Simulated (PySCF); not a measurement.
# GaH2O2: energy and gradient calculation

GaH2O2, multiplicity 2, computed with TPSSh/pcseg-2, UKS (PySCF 2.14.0).

The geometry comes from this level: PBE0-D4/def2-TZVP. Figures and captions count atoms from 1; the log counts them from 0 in places.

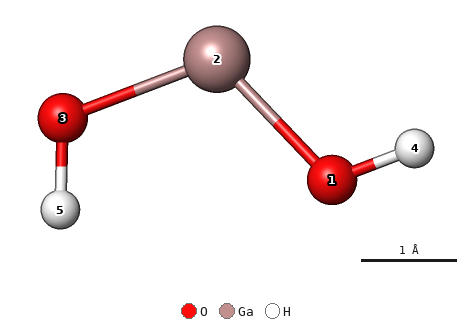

*The structure as given in the input (ball-and-stick view, seen at a tilt; atoms are numbered from 1 in the order of the input). Sticks mark near contacts.*

Results in brief:

- outcome: converged
- total energy: −2076.608713 hartree
- basis functions: 131
- largest force: 0.221 eV/Å
- ⟨S²⟩: 0.753
- dipole moment: 1.80 D
- hardware: 1 thread of Arm Neoverse V2, 24 GiB of memory available, shared host
- wall time: 2.6 min
- peak memory: 1.5 GiB

The input (job.py):
```python
import pyscf.grad
from pyscf import gto, dft

system = gto.M(
    atom='''
O     -0.700333     0.040818    -2.408267
Ga    -0.589028    -1.424476     0.668207
O      1.168229     0.292719     3.006743
H     -1.639148    -0.877967    -3.659455
H      1.854766     1.829633     2.314348
''',
    unit='bohr',
    verbose=3,
    spin=1,
    max_memory=1860,
    basis='pcseg-2',
)

mf = dft.UKS(system, xc='tpssh')
mf.grids.level = 5
mf.conv_tol = 1e-10
mf.kernel()
if not mf.converged:
    mf = mf.newton().run(mf.mo_coeff, mf.mo_occ)

e_tot = mf.e_tot
print(f'total energy: {e_tot:.8f} hartree')
grad = mf.Gradients().kernel()
mf.analyze()
```

Run as:
```bash
OMP_NUM_THREADS=1 python job.py
```

The program's output:
```
WARN: HOMO -0.199498782713541 >= LUMO -0.199498782713549

converged SCF energy = -2076.6087133093  <S^2> = 0.75291655  2S+1 = 2.0029144
total energy: -2076.60871331 hartree
--------------- UKS gradients ---------------
         x                y                z
0 O    -0.0014193624    -0.0030700615     0.0012050124
1 Ga     0.0018651022     0.0037342505    -0.0010493450
2 O    -0.0007295473     0.0007096868    -0.0036503426
3 H     0.0016921930     0.0014848303     0.0025584147
4 H    -0.0013840811    -0.0028514811     0.0009535255
----------------------------------------------
**** MO energy ****
                             alpha | beta                alpha | beta
MO #1   energy= -372.182094919371  | -372.180994282407  occ= 1 | 1
MO #2   energy= -45.6503546431723  | -45.6499666694145  occ= 1 | 1
MO #3   energy= -40.3712254317355  | -40.3711585651774  occ= 1 | 1
MO #4   energy= -40.3690604717984  | -40.3683005498778  occ= 1 | 1
MO #5   energy= -40.3673025661194  | -40.3664401946938  occ= 1 | 1
MO #6   energy= -19.0545386028723  | -19.0496033007773  occ= 1 | 1
MO #7   energy= -19.0438475158887  | -19.0410638293513  occ= 1 | 1
MO #8   energy= -5.43167682734735  | -5.42994064525787  occ= 1 | 1
MO #9   energy= -3.71567586075904  | -3.71377665743184  occ= 1 | 1
MO #10  energy= -3.70995945401236  | -3.70736999061936  occ= 1 | 1
MO #11  energy= -3.70538911965197  | -3.7048748940983   occ= 1 | 1
MO #12  energy= -0.968324565472535 | -0.958512953786742 occ= 1 | 1
MO #13  energy= -0.957663723730255 | -0.951269002921459 occ= 1 | 1
MO #14  energy= -0.782502392620828 | -0.778119259919628 occ= 1 | 1
MO #15  energy= -0.782445821623377 | -0.777885115783143 occ= 1 | 1
MO #16  energy= -0.779725900686186 | -0.777336449620515 occ= 1 | 1
MO #17  energy= -0.775103485549744 | -0.771434384957389 occ= 1 | 1
MO #18  energy= -0.771699525541813 | -0.767781104814173 occ= 1 | 1
MO #19  energy= -0.487734394297837 | -0.478925378993985 occ= 1 | 1
MO #20  energy= -0.454255371892859 | -0.447024730268409 occ= 1 | 1
MO #21  energy= -0.366533608148965 | -0.346946567798436 occ= 1 | 1
MO #22  energy= -0.323437921150782 | -0.310274303352973 occ= 1 | 1
MO #23  energy= -0.313186072573169 | -0.30986812080542  occ= 1 | 1
MO #24  energy= -0.289197776945304 | -0.287704556969657 occ= 1 | 1
MO #25  energy= -0.221508785360125 | -0.140257547226025 occ= 1 | 0
MO #26  energy= -0.0468541851060005 | -0.0205240496304899 occ= 0 | 0
MO #27  energy= 0.00273973095944257 | 0.0111252845812623 occ= 0 | 0
MO #28  energy= 0.00819026697480435 | 0.0183865594848536 occ= 0 | 0
MO #29  energy= 0.0547516826112417 | 0.069316923467464  occ= 0 | 0
MO #30  energy= 0.0798183425875267 | 0.0892211983800868 occ= 0 | 0
MO #31  energy= 0.111818432784927  | 0.12822708591568   occ= 0 | 0
MO #32  energy= 0.137344597267015  | 0.160523807035798  occ= 0 | 0
MO #33  energy= 0.169339543126847  | 0.191828710988202  occ= 0 | 0
MO #34  energy= 0.199116433573439  | 0.208846476178612  occ= 0 | 0
MO #35  energy= 0.219404327527118  | 0.22466072583796   occ= 0 | 0
MO #36  energy= 0.232813912556106  | 0.243842629581311  occ= 0 | 0
MO #37  energy= 0.249602980557599  | 0.25862058514142   occ= 0 | 0
MO #38  energy= 0.288391339053912  | 0.296212915600013  occ= 0 | 0
MO #39  energy= 0.315220300782725  | 0.323855972271642  occ= 0 | 0
MO #40  energy= 0.334804464699288  | 0.342353717917704  occ= 0 | 0
MO #41  energy= 0.353930905919545  | 0.360450363357174  occ= 0 | 0
MO #42  energy= 0.420089000525113  | 0.423426937625908  occ= 0 | 0
MO #43  energy= 0.422740808791387  | 0.427112920786844  occ= 0 | 0
MO #44  energy= 0.436280952381385  | 0.443625091563182  occ= 0 | 0
MO #45  energy= 0.443711097412039  | 0.44552313763567   occ= 0 | 0
MO #46  energy= 0.498768462559982  | 0.502575976748115  occ= 0 | 0
MO #47  energy= 0.518554302140885  | 0.523369889983447  occ= 0 | 0
MO #48  energy= 0.706824162105845  | 0.712567908560114  occ= 0 | 0
MO #49  energy= 0.737961660080606  | 0.742656600444394  occ= 0 | 0
MO #50  energy= 0.760085883805999  | 0.769605685341277  occ= 0 | 0
MO #51  energy= 0.77432458999893   | 0.797521448079624  occ= 0 | 0
MO #52  energy= 0.782556929988076  | 0.800309839876626  occ= 0 | 0
MO #53  energy= 0.827776043035304  | 0.832949265495174  occ= 0 | 0
MO #54  energy= 0.84579422596754   | 0.852877262805678  occ= 0 | 0
MO #55  energy= 0.865374282927751  | 0.870472476543906  occ= 0 | 0
MO #56  energy= 0.865831547403214  | 0.889501065283667  occ= 0 | 0
MO #57  energy= 0.91045092529402   | 0.926309440378561  occ= 0 | 0
MO #58  energy= 0.955241026542975  | 0.968432527563122  occ= 0 | 0
MO #59  energy= 0.998001742410753  | 1.01643085253591   occ= 0 | 0
MO #60  energy= 1.019059478672     | 1.04663660591775   occ= 0 | 0
MO #61  energy= 1.04294647904908   | 1.0589127267484    occ= 0 | 0
MO #62  energy= 1.06132058944989   | 1.09099125544599   occ= 0 | 0
MO #63  energy= 1.08810550263099   | 1.1048626330101    occ= 0 | 0
MO #64  energy= 1.12498899280398   | 1.14726341050607   occ= 0 | 0
MO #65  energy= 1.14881663050433   | 1.15839035683692   occ= 0 | 0
MO #66  energy= 1.20414117921157   | 1.21179128754525   occ= 0 | 0
MO #67  energy= 1.25497122039804   | 1.26088081778613   occ= 0 | 0
MO #68  energy= 1.35099766004662   | 1.36253386812902   occ= 0 | 0
MO #69  energy= 1.39831370365874   | 1.40727546630484   occ= 0 | 0
MO #70  energy= 1.44924061283175   | 1.46744860849205   occ= 0 | 0
MO #71  energy= 1.55878688216852   | 1.56751798617507   occ= 0 | 0
MO #72  energy= 1.56286510250013   | 1.5717351722252    occ= 0 | 0
MO #73  energy= 1.76578938799415   | 1.77118595770963   occ= 0 | 0
MO #74  energy= 1.82733866584418   | 1.83714364311717   occ= 0 | 0
MO #75  energy= 1.83557012276194   | 1.83870989782373   occ= 0 | 0
MO #76  energy= 1.86692053912122   | 1.87091346752065   occ= 0 | 0
MO #77  energy= 1.92571422691264   | 1.9342363878964    occ= 0 | 0
MO #78  energy= 1.95404573296709   | 1.95944276468131   occ= 0 | 0
MO #79  energy= 2.02663617968192   | 2.03639158525389   occ= 0 | 0
MO #80  energy= 2.04080887267337   | 2.04784261544191   occ= 0 | 0
MO #81  energy= 2.1971527151219    | 2.201905590378     occ= 0 | 0
MO #82  energy= 2.34787940279642   | 2.35743834339189   occ= 0 | 0
MO #83  energy= 2.36533824436622   | 2.36996424300506   occ= 0 | 0
MO #84  energy= 2.40778162199947   | 2.41122710921276   occ= 0 | 0
MO #85  energy= 2.62514200042424   | 2.63662141149756   occ= 0 | 0
MO #86  energy= 2.85463310486221   | 2.86134237489322   occ= 0 | 0
MO #87  energy= 3.23184430504712   | 3.2371295704235    occ= 0 | 0
MO #88  energy= 3.31672541539874   | 3.32276484804844   occ= 0 | 0
MO #89  energy= 3.56204326810884   | 3.56569484127542   occ= 0 | 0
MO #90  energy= 3.59530924666503   | 3.60032140300278   occ= 0 | 0
MO #91  energy= 3.60106814459198   | 3.60460474951371   occ= 0 | 0
MO #92  energy= 3.60986641330979   | 3.61374802512779   occ= 0 | 0
MO #93  energy= 3.77327423917578   | 3.77693379456499   occ= 0 | 0
MO #94  energy= 3.81077158112331   | 3.81433484444887   occ= 0 | 0
MO #95  energy= 3.90808627159162   | 3.91472417189102   occ= 0 | 0
MO #96  energy= 3.93044346457286   | 3.93572623617954   occ= 0 | 0
MO #97  energy= 3.97065898894093   | 3.97720744379424   occ= 0 | 0
MO #98  energy= 4.02652616726193   | 4.03129034430457   occ= 0 | 0
MO #99  energy= 4.11381804964208   | 4.12165678242003   occ= 0 | 0
MO #100 energy= 4.13135646387625   | 4.14002593806308   occ= 0 | 0
MO #101 energy= 4.14734298016557   | 4.1529974284449    occ= 0 | 0
MO #102 energy= 4.16747594410388   | 4.17237690354974   occ= 0 | 0
MO #103 energy= 4.31922277651428   | 4.32310908941788   occ= 0 | 0
MO #104 energy= 4.34512108580977   | 4.34944774150854   occ= 0 | 0
MO #105 energy= 4.52504005961138   | 4.52621524083973   occ= 0 | 0
MO #106 energy= 4.52978915297837   | 4.53151753560601   occ= 0 | 0
MO #107 energy= 4.58719430878258   | 4.58981301802658   occ= 0 | 0
MO #108 energy= 4.63502405983824   | 4.63748511596401   occ= 0 | 0
MO #109 energy= 4.67339867542342   | 4.67738764282345   occ= 0 | 0
MO #110 energy= 4.68562321762796   | 4.68891587521439   occ= 0 | 0
MO #111 energy= 4.70210282504108   | 4.70620762662301   occ= 0 | 0
MO #112 energy= 4.71290376638839   | 4.71782868795871   occ= 0 | 0
MO #113 energy= 5.01213183009114   | 5.01531786281791   occ= 0 | 0
MO #114 energy= 5.02452171393157   | 5.02754234159582   occ= 0 | 0
MO #115 energy= 5.29391158633276   | 5.3033154586271    occ= 0 | 0
MO #116 energy= 6.11309408160983   | 6.11802395896776   occ= 0 | 0
MO #117 energy= 6.13180249334584   | 6.13569838721709   occ= 0 | 0
MO #118 energy= 6.1451958186415    | 6.15128580612333   occ= 0 | 0
MO #119 energy= 6.16214579038563   | 6.16732566401771   occ= 0 | 0
MO #120 energy= 6.21616469043468   | 6.22592498972941   occ= 0 | 0
MO #121 energy= 6.25833058767392   | 6.26407386531602   occ= 0 | 0
MO #122 energy= 6.31651400320173   | 6.32535317966798   occ= 0 | 0
MO #123 energy= 6.31971607907877   | 6.33397809204034   occ= 0 | 0
MO #124 energy= 6.34922299234712   | 6.35838925437646   occ= 0 | 0
MO #125 energy= 6.36899912489683   | 6.37687869435022   occ= 0 | 0
MO #126 energy= 6.56691305480238   | 6.57992933967221   occ= 0 | 0
MO #127 energy= 6.67618811894399   | 6.68805812800547   occ= 0 | 0
MO #128 energy= 6.93190214725461   | 6.93872106762219   occ= 0 | 0
MO #129 energy= 6.96348209811927   | 6.97306011159395   occ= 0 | 0
MO #130 energy= 7.26262736287308   | 7.26962625781947   occ= 0 | 0
MO #131 energy= 7.30787166901533   | 7.31541124229634   occ= 0 | 0

To work with the spin densities directly, `use mulliken_meta_spin()` only printing them here.

 ** Mulliken spin pop alpha/beta on meta-lowdin orthogonal AOs **
 ** Mulliken Spin Density (per atom)  **
spin density of  0 O =      0.14675
spin density of  1 Ga =      0.76629
spin density of  2 O =      0.06776
spin density of  3 H =     -0.00160
spin density of  4 H =      0.02079
 ** Mulliken pop alpha/beta on meta-lowdin orthogonal AOs **
 ** Mulliken atomic charges   ( Nelec_alpha | Nelec_beta ) **
charge of  0O =     -0.68625  (     4.41650      4.26975 )
charge of  1Ga =      0.71152  (    15.52739     14.76109 )
charge of  2O =     -0.69685  (     4.38230      4.31455 )
charge of  3H =      0.33903  (     0.32968      0.33128 )
charge of  4H =      0.33255  (     0.34412      0.32333 )
Dipole moment(X, Y, Z, Debye): -0.92965, -0.90464, -1.24346
```
